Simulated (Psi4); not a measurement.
# AlNH2Cl (SMILES [NH2][Al][Cl]): UHF/STO-3G

What is the vertical doublet–quartet gap of AlNH2Cl at UHF/STO-3G? 

Program for the calculation: Psi4 1.11.

2 further runs of the same task are left out: 2 set aside as unsound or not needed.

## 1. The system as given

AlNH2Cl: 5 atoms, total charge 0, spin state doublet. SMILES: `[NH2][Al][Cl]`. The shape is that of a PBE0-D4/def2-TZVP optimisation. This is one conformer, not always the lowest.

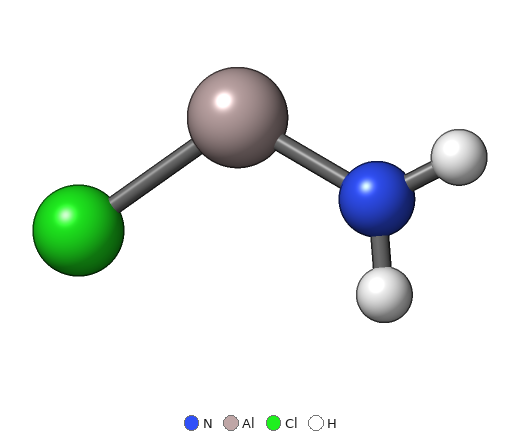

Viewed from a chosen angle; nitrogen blue, aluminium light grey, chlorine green, hydrogen white.

## 2. Energy and gradient at UHF/STO-3G

The input, input.in:

```
memory 2200 MB

molecule mol {
  0 2
  N
  Al 1 1.764931
  Cl 2 2.116054 1 116.66369
  H 1 1.006777 2 124.89908 3 179.97292
  H 1 1.008829 4 110.96273 2 179.98219
  units angstrom
  symmetry c1
  no_reorient
  no_com
}

set reference uhf
set puream true
set e_convergence 1e-09
set d_convergence 1e-08
set scf_type pk
set maxiter 100

e, wfn = gradient('hf/STO-3G', return_wfn=True)
oeprop(wfn, 'QUADRUPOLE', 'WIBERG_LOWDIN_INDICES', 'DIPOLE', title='HF')
print_variables()
```

Launch:

```sh
$ psi4 -n 1 input.in input.out
```

input.out:

```text
[...]
  Running in c1 symmetry.
[...]
  Nuclear repulsion =  119.524170795089432
[...]
  Multiplicity = 2
[...]
  Nalpha       = 20
  Nbeta        = 19
[...]
    Number of basis functions: 25
[...]
   @UHF iter   1:  -748.50999013518071   -1.85065e+00   1.03937e-02 ADIIS/DIIS
[...]
   @UHF iter  11:  -748.56928727452180   -2.27374e-12   9.22577e-09 DIIS
[...]
   @S^2 Observed:                7.528474266E-01
[...]
    Orbital Energies [Eh]
    ---------------------
    Alpha Occupied:
       1A   -103.540805     2A    -57.815704     3A    -15.203659
       4A    -10.241734     5A     -7.686179     6A     -7.680399
       7A     -7.680387     8A     -4.754296     9A     -2.983808
      10A     -2.972294    11A     -2.971223    12A     -1.021141
      13A     -0.936001    14A     -0.558209    15A     -0.521356
      16A     -0.406274    17A     -0.345788    18A     -0.343025
      19A     -0.295994    20A     -0.221622
    Alpha Virtual:
      21A      0.314921    22A      0.474103    23A      0.578971
      24A      0.779002    25A      0.797830
[...]
  @UHF Final Energy:  -748.56928727452180
   => Energetics <=
    Nuclear Repulsion Energy =            119.5241707950894323
    One-Electron Energy =               -1280.2551054561263300
    Two-Electron Energy =                 412.1616473865150283
    Total Energy =                       -748.5692872745217983
  UHF NO Occupations:
  HONO-2 :   18  A 1.9994379
  HONO-1 :   19  A 1.9992325
[...]
  -Total Gradient:
     Atom            X                  Y                   Z
    ------   -----------------  -----------------  -----------------
       1       -0.000004924483     0.009934864867    -0.042334892431
       2        0.000003092974    -0.009023672071     0.020463650300
       3       -0.000001908477     0.000787072382     0.005911773221
       4        0.000001621286    -0.006811163264     0.007071892659
       5        0.000002118700     0.005112898078     0.008887576255
[...]
 Multipole Moments:
 ------------------------------------------------------------------------------------
     Multipole            Electronic (a.u.)      Nuclear  (a.u.)        Total (a.u.)
 ------------------------------------------------------------------------------------
 L = 1.  Multiply by 2.5417464519 to convert [e a0] to [Debye]
 Dipole X            :          0.0001349           -0.0002703           -0.0001354
 Dipole Y            :         -0.1055293            1.7471644            1.6416351
 Dipole Z            :          4.7912529           -5.2454450           -0.4541922
 Magnitude           :                                                    1.7033075
 L = 2.  Multiply by 1.3450342976 to convert [e a0^2] to [Debye ang]
 Quadrupole XX       :        -18.8229508            0.0000006          -18.8229502
 Quadrupole XY       :          0.0016638           -0.0023158           -0.0006520
[...]
```

It took 1.6 s on 1 thread of Intel Xeon 6975P-C (Granite Rapids), shared host; peak memory 0.18 GiB.

## 3. The quartet: the energy at UHF/STO-3G

The input, calc.dat:

```
memory 2.2 GB

molecule {
  0 4
  N     -0.549400     0.461700    -0.232000
  Al     0.402600    -0.291600     1.049100
  Cl     1.907000    -1.649700     0.440800
  H     -1.293600     1.123300    -0.083500
  H     -0.416600     0.282700    -1.215900
  symmetry c1
}

set {
  basis STO-3G
  reference uhf
  puream true
  e_convergence 1e-09
  d_convergence 1e-08
  scf_type pk
  maxiter 100
}

result, w = energy("scf", return_wfn=True)
oeprop(w, "WIBERG_LOWDIN_INDICES", "LOWDIN_CHARGES", "MULLIKEN_CHARGES")
```

Launch:

```sh
$ psi4 -i calc.dat -o calc.out -n 1
```

calc.out:

```text
[...]
  Running in c1 symmetry.
[...]
  Nuclear repulsion =  119.524169334353630
[...]
  Multiplicity = 4
[...]
  Nalpha       = 21
  Nbeta        = 18
[...]
    Number of basis functions: 25
[...]
   @UHF iter   1:  -748.31078933407184   -1.65145e+00   7.35720e-03 ADIIS/DIIS
[...]
   @UHF iter  11:  -748.34717365219899   -3.29692e-12   8.57436e-09 DIIS
[...]
   @S^2 Observed:                3.758634726E+00
[...]
    Orbital Energies [Eh]
    ---------------------
    Alpha Occupied:
       1A   -103.451491     2A    -57.614650     3A    -15.518902
       4A    -10.156564     5A     -7.599928     6A     -7.595947
       7A     -7.595672     8A     -4.591487     9A     -2.836602
      10A     -2.811950    11A     -2.804170    12A     -1.278254
      13A     -0.865415    14A     -0.756784    15A     -0.675625
      16A     -0.625571    17A     -0.365552    18A     -0.284858
      19A     -0.277566    20A     -0.176885    21A     -0.002585
    Alpha Virtual:
      22A      0.459373    23A      0.514172    24A      0.626429
      25A      0.679371
[...]
  @UHF Final Energy:  -748.34717365219899
   => Energetics <=
    Nuclear Repulsion Energy =            119.5241693343536298
    One-Electron Energy =               -1281.3611014850362153
    Two-Electron Energy =                 413.4897584984835248
    Total Energy =                       -748.3471736521989897
  UHF NO Occupations:
  HONO-2 :   19  A 1.0000000
  HONO-1 :   20  A 1.0000000
[...]
 Multipole Moments:
 ------------------------------------------------------------------------------------
     Multipole            Electronic (a.u.)      Nuclear  (a.u.)        Total (a.u.)
 ------------------------------------------------------------------------------------
 L = 1.  Multiply by 2.5417464519 to convert [e a0] to [Debye]
 Dipole X            :          1.1842783           -3.7462745           -2.5619962
 Dipole Y            :         -0.9270898            3.1189524            2.1918626
 Dipole Z            :          1.7487080           -2.6086102           -0.8599021
 Magnitude           :                                                    3.4795859
[...]
  Mulliken Charges: (a.u.)
   Center  Symbol    Alpha    Beta     Spin     Total
       1     N     4.24548  3.04134  1.20414 -0.28682
       2    AL     7.23650  5.34923  1.88727  0.41427
       3    CL     8.83177  8.78041  0.05136 -0.61218
       4     H     0.33929  0.41931 -0.08002  0.24139
       5     H     0.34695  0.40970 -0.06275  0.24334
   Total alpha = 21.00000, Total beta = 18.00000, Total charge = -0.00000
  Lowdin Charges: (a.u.)
   Center  Symbol    Alpha    Beta     Spin     Total
       1     N     4.09156  2.92214  1.16942 -0.01371
[...]
```

Run time: 1.8 s. Hardware: 1 thread of Intel Xeon 6975P-C (Granite Rapids), shared host; peak memory 0.18 GiB.

## 4. Outcome

Level: UHF/STO-3G.

| quantity | value |
| --- | --- |
| doublet: total energy | -748.56929 Eh |
| doublet: dipole moment | 4.33 D |
| doublet: HOMO energy (highest over α and β) | -6.03 eV |
| doublet: LUMO energy (lowest over α and β) | 6.02 eV |
| doublet: ⟨S²⟩ | 0.753 |
| doublet: largest force on an atom | 2.236 eV/Å |
| quartet: total energy | -748.34717 Eh |
| quartet: dipole moment | 8.84 D |
| quartet: HOMO energy (highest over α and β) | -0.07 eV |
| quartet: LUMO energy (lowest over α and β) | 4.03 eV |
| quartet: ⟨S²⟩ | 3.759 |
| vertical energy of the quartet above the doublet | 6.044 eV |

What this shows: At this shape the quartet lies 6.04 eV (139 kcal/mol) above the doublet. The largest force (doublet) is 2.24 eV/Å: the shape isn't a stationary point for this species at this level. In a minimal basis such a difference can be off by several eV, whatever the method. Mulliken charges (quartet) run from -0.61 on Cl3 to +0.41 on Al2; they depend strongly on the basis.
